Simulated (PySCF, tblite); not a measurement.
# C3H6NSi radical: geometry, infrared bands and EPR parameters

Aim: predict the infrared bands and EPR parameters of C3H6NSi radical (`[C]1=NC[SiH2]C1`).

The runs use tblite 0.8.0 and PySCF 2.14.0, with density-fitted response routines of our own; the level of theory stands in each step. All values are computed, except where a source is named. Atoms are numbered from 0 throughout.

### 1 The molecule as given

11 atoms, charge 0, multiplicity 2; geometry from: force field or distance geometry start.

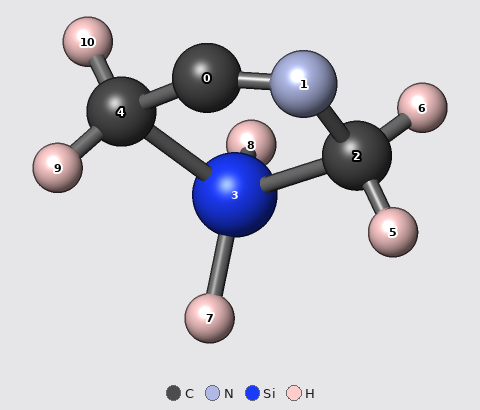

The starting geometry (carbon dark grey, nitrogen light blue, silicon blue, hydrogen pink), atoms numbered; sticks join atoms by distance.

### 2 Relaxing the molecule with GFN2-xTB

Job settings and geometry (Å):

```
{"job": {"kind": "relax", "xc": "GFN2-xTB", "basis": "xTB"}, "charge": 0, "multiplicity": 2}
C      0.589400    -1.309800    -0.318200
N     -0.533500    -1.617200    -0.541700
C     -1.355700    -0.408300    -0.267400
Si    -0.066900     0.995800     0.269900
C      1.473200    -0.228900     0.103300
H     -2.077300    -0.589400     0.540700
H     -1.880200    -0.083900    -1.185500
H     -0.256600     1.408800     1.698500
H      0.008600     2.099000    -0.705400
H      1.954900    -0.384800     1.064300
H      2.149500     0.121400    -0.684500
```

Command:

```sh
$ OMP_NUM_THREADS=1 python probes_run.py task.json out
```

One launch serves the whole session: the jobs run in the order shown.

The log of the run:

```text
step      E/eV     max force
  0    -380.76430    5.715
  1    -380.93859    4.745
  2    -381.20989    2.426
  3    -381.32175    0.711
  4    -381.33549    0.359
  5    -381.34069    0.122
  6    -381.34226    0.108
  7    -381.34358    0.110
  8    -381.34497    0.118
  9    -381.34590    0.073
 10    -381.34653    0.069
 11    -381.34716    0.076
 12    -381.34783    0.094
 13    -381.34830    0.065
 14    -381.34848    0.027
 15    -381.34854    0.023
 16    -381.34859    0.034
 17    -381.34864    0.028
 18    -381.34866    0.014
 19    -381.34867    0.006
```

Wall time 0.09 s (1 thread of Arm Neoverse V1, shared host).

Step by step:

| step | energy from step 0 (eV) | largest force (eV/Å) |
| --- | --- | --- |
| 0 | 0.0000 | 5.7149 |
| 1 | -0.1743 | 4.7449 |
| 2 | -0.4456 | 2.4264 |
| 3 | -0.5575 | 0.7106 |
| 4 | -0.5712 | 0.3590 |
| 5 | -0.5764 | 0.1219 |
| 6 | -0.5780 | 0.1081 |
| 7 | -0.5793 | 0.1097 |
| 8 | -0.5807 | 0.1178 |
| 9 | -0.5816 | 0.0734 |
| 10 | -0.5822 | 0.0691 |
| 11 | -0.5829 | 0.0762 |
| 12 | -0.5835 | 0.0943 |
| 13 | -0.5840 | 0.0655 |
| 14 | -0.5842 | 0.0275 |
| 15 | -0.5842 | 0.0229 |
| 16 | -0.5843 | 0.0338 |
| 17 | -0.5843 | 0.0281 |
| 18 | -0.5844 | 0.0143 |
| 19 | -0.5844 | 0.0064 |

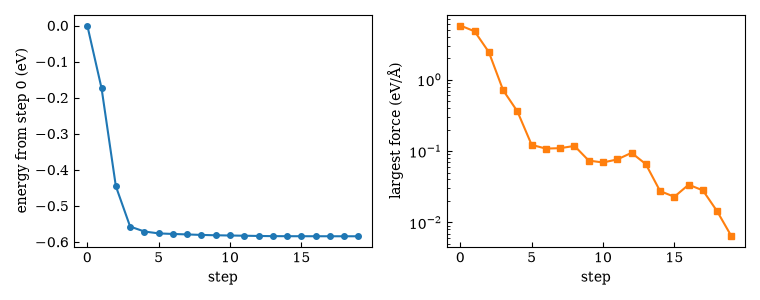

Energy and force, step by step.

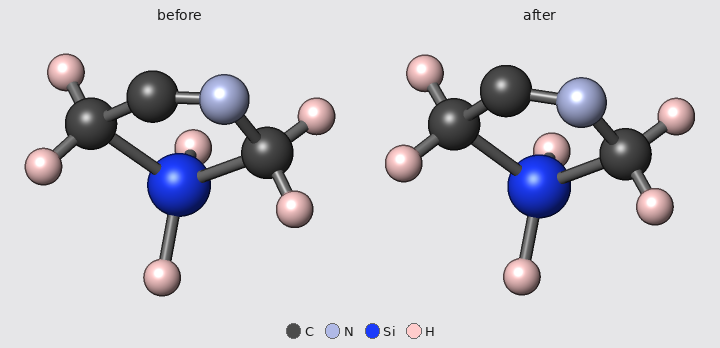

Before and after, at one scale.

Distances of close pairs at the start and the end, largest changes first:

| bond | before (Å) | after (Å) | change (Å) |
| --- | --- | --- | --- |
| C2–Si3 | 1.980 | 1.935 | -0.045 |
| Si3–H7 | 1.499 | 1.461 | -0.038 |
| C0–N1 | 1.185 | 1.223 | +0.037 |
| N1–C2 | 1.488 | 1.463 | -0.025 |
| Si3–C4 | 1.975 | 1.956 | -0.019 |
| C2–H6 | 1.106 | 1.092 | -0.014 |
| Si3–H8 | 1.474 | 1.461 | -0.013 |
| C0–C4 | 1.458 | 1.468 | +0.010 |

The final coordinates are the input of the step that follows.

### 3 Infrared spectrum with GFN2-xTB

Job settings and geometry (Å):

```
{"job": {"kind": "ir", "xc": "GFN2-xTB", "basis": "xTB"}, "charge": 0, "multiplicity": 2}
C      0.692174    -1.427824    -0.341355
N     -0.514801    -1.529950    -0.506623
C     -1.345119    -0.352382    -0.255816
Si    -0.089899     1.018526     0.283740
C      1.409604    -0.222284     0.091582
H     -2.084211    -0.617229     0.502996
H     -1.897126    -0.128950    -1.170992
H     -0.258615     1.456008     1.667800
H      0.001401     2.130790    -0.659752
H      1.951238    -0.406397     1.018533
H      2.140780     0.082363    -0.656077
```

The log of the run:

```text
mode    cm-1     km/mol
  1     119.1      6.62
  2     352.6      0.67
  3     435.1     21.56
  4     439.4     26.65
  5     481.3      0.24
  6     575.4      8.84
  7     604.6    162.06
  8     671.3     22.06
  9     703.9     18.08
 10     736.2     78.95
 11     749.4     35.17
 12     758.8    175.77
 13     922.4     34.47
 14     997.4     64.84
 15    1019.0      1.82
 16    1080.5      9.19
 17    1134.1     20.08
 18    1181.8      4.84
 19    1432.3     11.02
 20    1447.7      2.49
 21    1844.7    203.69
 22    2281.9    131.62
 23    2283.5    495.43
 24    2947.4     36.06
 25    2967.4     16.24
 26    2984.2     26.80
 27    2998.5     11.96
```

Wall time 0.23 s (1 thread of Arm Neoverse V1, shared host).

The strongest bands and the atoms that carry them (share of the mass-weighted mode):

| cm⁻¹ | km/mol | atoms |
| --- | --- | --- |
| 605 | 162.1 | H8 41 %, H7 41 %, Si3 12 % |
| 736 | 79.0 | C4 28 %, H10 27 %, H9 27 % |
| 759 | 175.8 | H8 44 %, H7 44 % |
| 997 | 64.8 | C4 37 %, C0 30 %, N1 13 % |
| 1845 | 203.7 | C0 56 %, N1 42 % |
| 2282 | 131.6 | H8 66 %, H7 32 % |
| 2284 | 495.4 | H7 65 %, H8 31 % |
| 2947 | 36.1 | H5 46 %, H6 45 % |

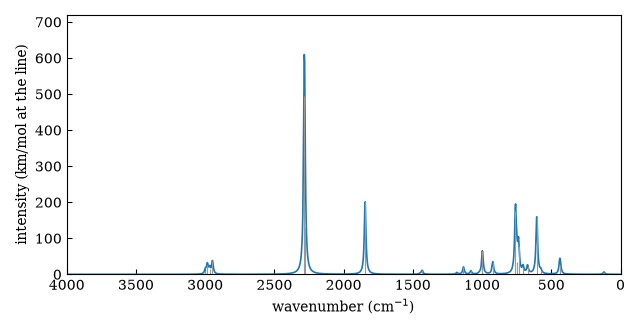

The infrared spectrum from these modes, unscaled. Lines are broadened to a width of 14 cm⁻¹ (Lorentzian).

### 4 EPR parameters: B3LYP/pcH-1

Settings changed since step 3:

```diff
@@ -1,2 +1,2 @@
-{"job": {"kind": "ir", "xc": "GFN2-xTB", "basis": "xTB"}, "charge": 0, "multiplicity": 2}
+{"job": {"kind": "epr", "basis": "pcH-1"}, "charge": 0, "multiplicity": 2}
 C      0.692174    -1.427824    -0.341355
```

Level: UKS B3LYP, pcH-1 on C H N Si, non-relativistic, mean-field spin-orbit, GIAO.

The log of the run:

```text
UKS, coarse grid
  cycle   1  E = -462.06977767  |g| = 2.83e-01
  cycle   2  E = -462.02201322  |g| = 4.27e-01
  cycle   3  E = -462.10154583  |g| = 1.27e-01
  cycle   4  E = -462.10781741  |g| = 3.88e-02
  cycle   5  E = -462.10862517  |g| = 7.77e-03
  cycle   6  E = -462.10867166  |g| = 2.28e-03
  cycle   7  E = -462.10868059  |g| = 1.28e-03
  cycle   8  E = -462.10868358  |g| = 5.26e-04
UKS, final grid
  cycle   1  E = -462.10865611  |g| = 5.12e-04
  cycle   2  E = -462.10865618  |g| = 6.60e-04
  cycle   3  E = -462.10865639  |g| = 1.28e-04
  cycle   4  E = -462.10865642  |g| = 1.95e-04
  cycle   5  E = -462.10865645  |g| = 2.39e-05
  cycle   6  E = -462.10865645  |g| = 6.48e-06
E = -462.10865645 Eh   <S^2> = 0.7549 (exact 0.7500)
g shifts (ppm)      1          2          3
  rmc          -182       -182       -182
  gc              7         35        -70
  oz_so       -1938        454       2073
  total       -2113        306       1821
hyperfine (MHz)  atom isotope    a_iso     a_fc   dipolar eigenvalues
    0   13C     481.22     481.37    -56.42    -45.53    101.95
    1   14N     111.70     111.72     -8.11     -1.52      9.63
    2   13C     106.51     106.56     -9.39     -9.00     18.39
    3  29Si     -16.40     -16.57    -25.75     12.71     13.04
    4   13C      98.77      98.79    -10.64     -9.24     19.88
    5    1H     -11.97     -11.97     -5.23     -2.45      7.68
    6    1H     -11.97     -11.96     -5.23     -2.45      7.68
    7    1H      -4.20      -4.20     -2.42     -0.16      2.58
    8    1H      -4.20      -4.20     -2.41     -0.17      2.58
    9    1H       2.00       2.00     -7.72     -4.70     12.42
   10    1H       2.06       2.06     -7.72     -4.71     12.43
```

Run time: 31 s. Hardware: 1 thread of Arm Neoverse V1, shared host; peak memory 0.67 GiB.

Principal g values 2.00021, 2.00263, 2.00414; g(iso) = 2.00232, against 2.00232 for a free electron.

Mean a(iso) over the nuclei that a row names, and the largest dipolar term of the row (other rows stand at the frozen geometry):

| nuclei | isotope | a(iso) (MHz) | a(iso) (G, at g = 2.0023) | largest dipolar term (MHz) |
| --- | --- | --- | --- | --- |
| C0 | 13C | 481.2 | 171.7 | 102.0 |
| N1 | 14N | 111.7 | 39.9 | 9.6 |
| C2 | 13C | 106.5 | 38.0 | 18.4 |
| C4 | 13C | 98.8 | 35.2 | 19.9 |
| Si3 | 29Si | -16.4 | -5.9 | -25.8 |
| H5, H6 | 1H | -12.0 | -4.3 | 7.7 |
| H7, H8 | 1H | -4.2 | -1.5 | 2.6 |
| H9, H10 | 1H | 2.0 | 0.7 | 12.4 |

Mulliken spin populations:

| atom | value (e) |
| --- | --- |
| C0 | 0.73 |
| N1 | 0.06 |
| C2 | 0.09 |
| Si3 | 0.13 |
| C4 | 0.02 |
| H5 | -0.01 |
| H6 | -0.01 |
| H7 | 0.00 |
| H8 | 0.00 |
| H9 | 0.00 |
| H10 | 0.00 |

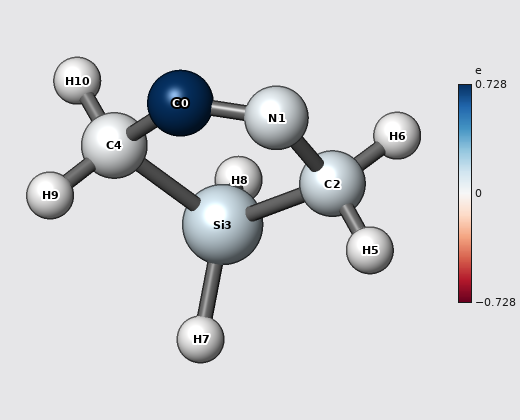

Mulliken spin populations, as colours on the atoms.

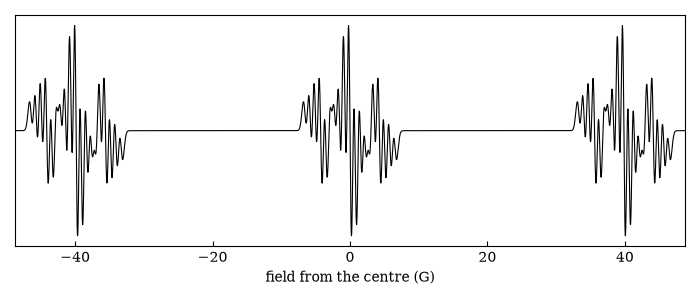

First-order isotropic spectrum (first derivative, main isotopes with spin only, couplings over 0.8 MHz, Gaussian width 0.3 G; couplings of the frozen geometry, rotation of groups not averaged beyond the rows shown).

The fields below are evaluated on a grid from the run's orbitals.

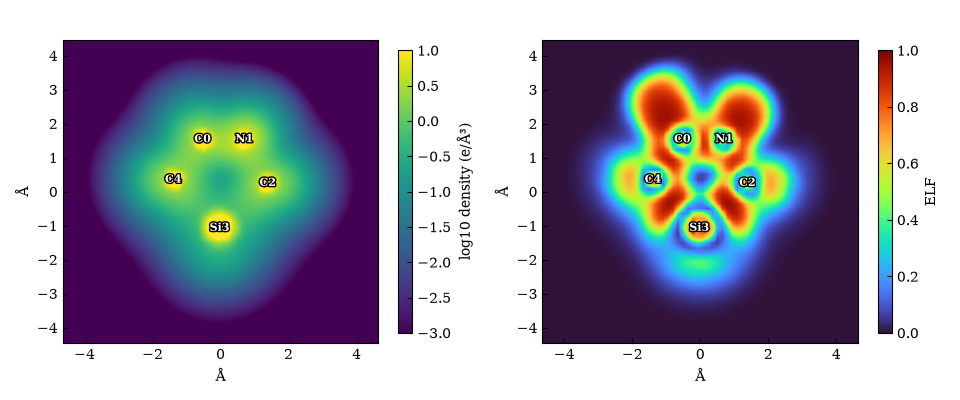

Density (left) and ELF (right) in a plane through or near 5 of the atoms.

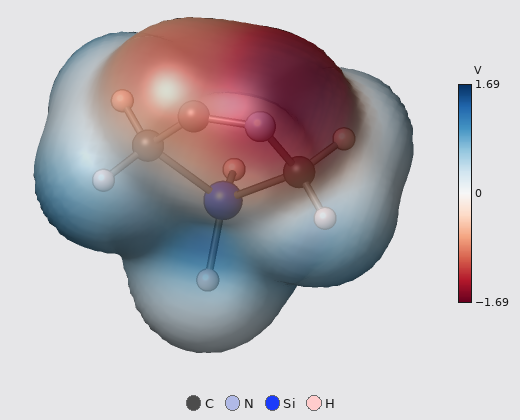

Electrostatic potential on the surface of density 0.002 e/bohr³; red is low, blue high. It runs from -1.69 V near N1 to 1.27 V near Si3.

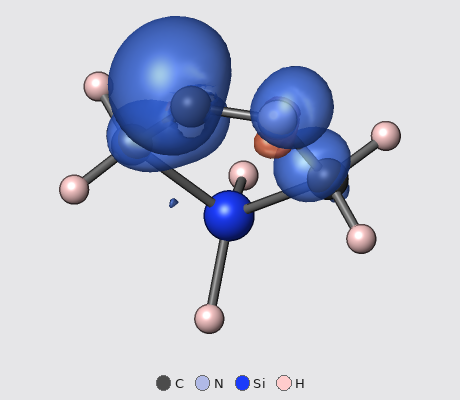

Spin density at ±0.04 e/Å³ (alpha excess blue, beta excess red).

### 5 Summary of results

| quantity | value |
| --- | --- |
| strongest single infrared mode (GFN2-xTB) | 2284 cm⁻¹, 495 km/mol |
| zero-point energy (GFN2-xTB) | 48.8 kcal/mol |
| g(iso) (B3LYP) | 2.00232 |
| ⟨S²⟩ | 0.755 (exact 0.75) |
| largest a(iso) (averaged by class) | 13C on C0, 481.2 MHz |
| potential on the surface of density 0.002 e/bohr³, 1st and 99th percentile | -1.69 V and 1.27 V |

What this shows: The optimisation took 19 steps and gained 0.584 eV; among the close pairs (by a distance rule), C2–Si3 changed most, from 1.980 to 1.935 Å. All 27 modes are real, so the xTB geometry is a minimum. GFN2-xTB is a fitted tight-binding method: band positions and strengths are rough. Its intensities can rank the bands wrongly. C0 carries the largest spin population, 0.73 e. The isotropic g lies 0.0 ppt above the free-electron value. The conformer search found further structures of the same energy, which may be mirror or relabelled copies of this one.
